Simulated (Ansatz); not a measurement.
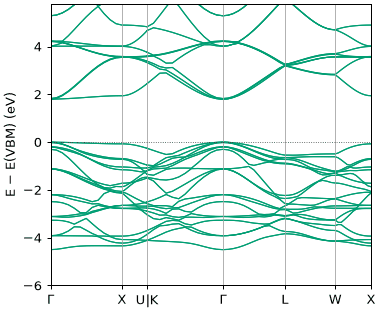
Figure. Band structure from plane-wave PAW PBE with spin–orbit coupling (Ansatz code)

### Question
Read off the gap and where the band edges lie.

### Answer
About 1.8 eV (1.79 eV by a search for the band edges); maximum at Γ, minimum at Γ.

The material is BaSrTi$_{2}$O$_{6}$ in space group Fm-3m (No. 225; Sr on 4a, Ti on 8c, O on 24d, Ba on 4b).

The start of the workflow was typed in or built on a structure type; neither database checked (COD, Materials Project) lists it. Its standing as an ambient phase is unchecked. Symmetry was held in the PBE relaxation; its stability against distortions is not shown here. The workflow began spin-polarised and lost its moments.

Potentials: the later of the program's two PAW sets.
